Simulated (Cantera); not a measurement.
Feed: 1 mol PbO, 0.34 mol N2, at 1300 Pa.

These are equilibrium values from Cantera (NASA tables, ideal gas, pure condensed phases), not measurements of a reactor. Candidate condensed phases: Pb, PbO, PbO2, Pb3O4; 12 gas species. Gases not in the tables: (PbO)n polymers. Kinetics and transport are ignored.

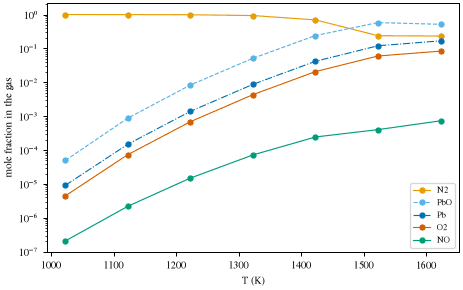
Figure: Equilibrium gas composition (values under 1e-9 drawn at 1e-9)

From 1023 K to 1123 K the condensed part is PbO(yellow). From 1223 K to 1423 K the condensed part is PbO(l). From 1523 K to 1623 K nothing is condensed.
